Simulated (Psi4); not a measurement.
**InSiNH6 (SMILES N[SiH2][InH2]): BLYP/def2-SVP (core potential)**

Aim: the energy change on altering one bond length of InSiNH6 at BLYP/def2-SVP (core potential), from 2 runs. 

The calculation is run with Psi4 1.11.

2 further runs of the same task are left out: 2 set aside as unsound or not needed. Runs told in other sessions of the task aren't counted.

## 1. The structure to begin with

InSiNH6 has 9 atoms, charge 0, and is taken as a singlet. As SMILES, `N[SiH2][InH2]`. The coordinates come from a PBE0-D4/def2-TZVP relaxation. This is one conformer, not always the lowest.

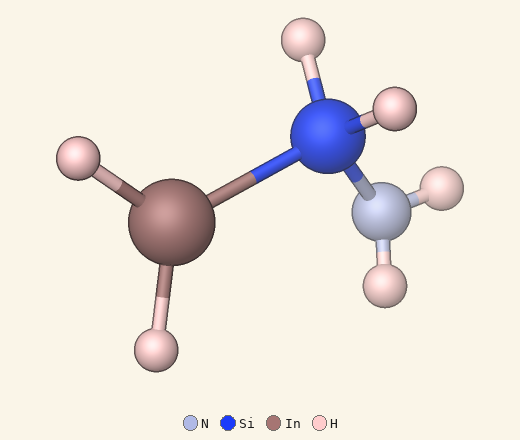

Viewed from a chosen angle; nitrogen light blue, silicon blue, indium brown, hydrogen pink.

## 2. The energy at BLYP/def2-SVP (core potential)

The input, h6innsi.xyz:

```xyz
9
H6InNSi
N     -0.891500     0.591400    -1.336400
Si     0.373800     0.744000    -0.168700
In     0.267200    -1.255400     1.446100
H     -1.095600    -0.314200    -1.726600
H     -1.035700     1.316000    -2.022500
H      0.170000     2.036500     0.545200
H      1.758900     0.832100    -0.740700
H     -0.551200    -2.716800     0.991900
H      1.004100    -1.233700     3.011600
```

The input, calc.py:

```python
import psi4

psi4.set_memory(2200000000)
psi4.set_num_threads(1)
psi4.core.set_output_file('h6innsi.out', False)

with open('h6innsi.xyz') as f:
    atoms = ''.join(f.readlines()[2:])
m = psi4.geometry('0 1\n' + atoms + 'symmetry c1\nno_reorient\nno_com')

options = {'basis': 'def2-SVP', 'puream': True, 'e_convergence': 1e-09, 'd_convergence': 1e-08, 'scf_type': 'pk', 'dft_radial_points': 99, 'dft_spherical_points': 590}
psi4.set_options(options)

e, wfn = psi4.energy('blyp', molecule=m, return_wfn=True)
psi4.oeprop(wfn, 'WIBERG_LOWDIN_INDICES', 'MAYER_INDICES', 'MULLIKEN_CHARGES')
print(f'total energy {e:.8f} hartree = {e * 27.211386:.5f} eV')
```

Command:

```console
$ python calc.py
```

h6innsi.out:

```text
[...]
    !!!  WARNING: ECP capability is in beta. Please check occupations closely.  !!!
[...]
  Running in c1 symmetry.
[...]
  Nuclear repulsion =  171.526686821222199
[...]
  Multiplicity = 1
[...]
  Nalpha       = 24
  Nbeta        = 24
[...]
    Number of basis functions: 88
[...]
   @RKS iter   1:  -537.36161689862138   -6.80044e-01   1.01004e-02 DIIS/ADIIS
[...]
   @RKS iter  13:  -537.74595654560051   -9.09495e-13   3.20366e-09 DIIS
[...]
    Orbital Energies [Eh]
    ---------------------
    Doubly Occupied:
       1A    -65.467521     2A    -13.994407     3A     -5.055851
       4A     -4.478645     5A     -3.478550     6A     -3.477897
       7A     -3.477263     8A     -2.924907     9A     -2.913161
      10A     -2.912688    11A     -0.749935    12A     -0.686294
      13A     -0.680175    14A     -0.679112    15A     -0.677607
      16A     -0.674418    17A     -0.468307    18A     -0.432674
      19A     -0.368472    20A     -0.340278    21A     -0.297207
      22A     -0.243526    23A     -0.222250    24A     -0.198239
[...]
  @RKS Final Energy:  -537.74595654560051
   => Energetics <=
    Nuclear Repulsion Energy =            171.5266868212221993
    One-Electron Energy =               -1155.6010100292994593
    Two-Electron Energy =                 493.0019603194652404
    DFT Exchange-Correlation Energy =     -46.6735936569885652
    Empirical Dispersion Energy =           0.0000000000000000
    VV10 Nonlocal Energy =                  0.0000000000000000
    Total Energy =                       -537.7459565456005066
[...]
 Multipole Moments:
 ------------------------------------------------------------------------------------
     Multipole            Electronic (a.u.)      Nuclear  (a.u.)        Total (a.u.)
 ------------------------------------------------------------------------------------
 L = 1.  Multiply by 2.5417464519 to convert [e a0] to [Debye]
 Dipole X            :         -9.3332971            9.1734865           -0.1598106
 Dipole Y            :         22.5122033          -22.4644973            0.0477060
 Dipole Z            :        -35.9528805           35.3575317           -0.5953488
 Magnitude           :                                                    0.6182682
[...]
  Mulliken Charges: (a.u.)
   Center  Symbol    Alpha    Beta     Spin     Total
       1     N     3.64750  3.64750  0.00000 -0.29501
       2    SI     6.82051  6.82051  0.00000  0.35898
       3    IN    10.42151 10.42151  0.00000  0.15699
       4     H     0.44723  0.44723  0.00000  0.10555
       5     H     0.44902  0.44902  0.00000  0.10195
       6     H     0.55190  0.55190  0.00000 -0.10380
       7     H     0.56256  0.56256  0.00000 -0.12511
       8     H     0.55175  0.55175  0.00000 -0.10351
       9     H     0.54802  0.54802  0.00000 -0.09604
   Total alpha = 24.00000, Total beta = 24.00000, Total charge = -0.00000
[...]
```

On the terminal:

```text
total energy -537.74595655 hartree = -14632.81279 eV
```

Wall time 14 s (1 thread of Intel Xeon 6975P-C (Granite Rapids), shared host); peak memory 1.3 GiB.

## 3. The distorted shape, same level

The input, job.json:

```json
{
 "schema_name": "qcschema_input",
 "schema_version": 1,
 "molecule": {
  "schema_name": "qcschema_molecule",
  "schema_version": 2,
  "symbols": ["N", "Si", "In", "H", "H", "H", "H", "H", "H"],
  "geometry": [-2.04334763, 1.0743282, -2.85642119, 0.70637963, 1.40595624, -0.3187968, 0.50493482, -2.37236218, 2.73273295, -2.42904073, -0.63700778, -3.59379233, -2.31584614, 2.44362375, -4.15296229, 0.32125344, 3.84842725, 1.03027868, 3.32383928, 1.57244111, -1.39972014, -1.04161704, -5.13400794, 1.87441934, 1.897474, -2.33135512, 5.6910992],
  "molecular_charge": 0,
  "molecular_multiplicity": 1,
  "fix_symmetry": "c1",
  "fix_com": true,
  "fix_orientation": true
 },
 "driver": "energy",
 "model": {
  "method": "blyp",
  "basis": "def2-SVP"
 },
 "keywords": {
  "puream": true,
  "e_convergence": 1e-09,
  "d_convergence": 1e-08,
  "scf_type": "pk",
  "dft_radial_points": 99,
  "dft_spherical_points": 590
 }
}
```

Command:

```console
$ psi4 --qcschema job.json -n 1 --memory 2200MB
```

stdout:

```text
[...]
    !!!  WARNING: ECP capability is in beta. Please check occupations closely.  !!!
[...]
  Running in c1 symmetry.
[...]
  Nuclear repulsion =  165.300744260024516
[...]
  Multiplicity = 1
[...]
  Nalpha       = 24
  Nbeta        = 24
[...]
    Number of basis functions: 88
[...]
   @RKS iter   1:  -537.35798580489814   -8.50576e-01   9.89647e-03 DIIS/ADIIS
[...]
   @RKS iter  13:  -537.72987279560675   -2.38742e-12   4.18881e-09 DIIS
[...]
    Orbital Energies [Eh]
    ---------------------
    Doubly Occupied:
       1A    -65.484922     2A    -13.988272     3A     -5.070078
       4A     -4.484804     5A     -3.493521     6A     -3.491963
       7A     -3.491611     8A     -2.931033     9A     -2.919498
      10A     -2.918728    11A     -0.714921    12A     -0.692349
      13A     -0.686411    14A     -0.685085    15A     -0.683736
      16A     -0.680604    17A     -0.464306    18A     -0.406292
      19A     -0.369305    20A     -0.320903    21A     -0.299994
      22A     -0.247776    23A     -0.225155    24A     -0.180544
[...]
  @RKS Final Energy:  -537.72987279560675
   => Energetics <=
    Nuclear Repulsion Energy =            165.3007442600245156
    One-Electron Energy =               -1143.1026614327995503
    Two-Electron Energy =                 486.6699846799590432
    DFT Exchange-Correlation Energy =     -46.5979403027908461
    Empirical Dispersion Energy =           0.0000000000000000
    VV10 Nonlocal Energy =                  0.0000000000000000
    Total Energy =                       -537.7298727956067523
[...]
 Multipole Moments:
 ------------------------------------------------------------------------------------
     Multipole            Electronic (a.u.)      Nuclear  (a.u.)        Total (a.u.)
 ------------------------------------------------------------------------------------
 L = 1.  Multiply by 2.5417464519 to convert [e a0] to [Debye]
 Dipole X            :         -5.8515092            5.9455754            0.0940663
 Dipole Y            :         22.8574286          -22.8537998            0.0036288
 Dipole Z            :        -32.6781550           32.3786109           -0.2995441
 Magnitude           :                                                    0.3139878
[...]
```

The result, in JSON:

```text
{
 "driver": "energy",
 "model": {
  "method": "blyp",
  "basis": "def2-SVP"
 },
 "success": true,
 "return_result": -537.7298727956068,
 "properties": {
  "calcinfo_nbasis": 88,
  "calcinfo_nmo": 88,
  "calcinfo_nalpha": 24,
  "calcinfo_nbeta": 24,
  "calcinfo_natom": 9,
  "nuclear_repulsion_energy": 165.30074426002452,
  "return_energy": -537.7298727956068,
  "scf_one_electron_energy": -1143.1026614327996,
  "scf_two_electron_energy": 486.66998467995904,
  "scf_xc_energy": -46.597940302790846,
  "scf_dipole_moment": [0.09406628760159741, 0.0036288266826467463, -0.2995441120332174],
  "scf_total_energy": -537.7298727956068,
  "scf_iterations": 13
 }
}
```

It took 11 s on 1 thread of Intel Xeon 6975P-C (Granite Rapids), shared host; peak memory 1.3 GiB.

## 4. Summary of results

Level: BLYP/def2-SVP (core potential).

```
                                                          quantity          value
                                         first shape: total energy  -537.74596 Eh
                                        first shape: dipole moment         1.57 D
                                          first shape: HOMO energy       -5.39 eV
                                          first shape: LUMO energy       -2.55 eV
                                        first shape: HOMO–LUMO gap        2.85 eV
                                     distorted shape: total energy  -537.72987 Eh
                                    distorted shape: dipole moment         0.80 D
                                      distorted shape: HOMO energy       -4.91 eV
                                      distorted shape: LUMO energy       -2.67 eV
                                    distorted shape: HOMO–LUMO gap        2.24 eV
energy change with the N1–Si2 bond stretched from 1.729 to 1.988 Å       0.438 eV
```

With the N1–Si2 bond stretched from 1.729 to 1.988 Å the energy rises by 0.44 eV (42.2 kJ/mol). The first shape isn't relaxed at this level, so the change isn't measured from a minimum.
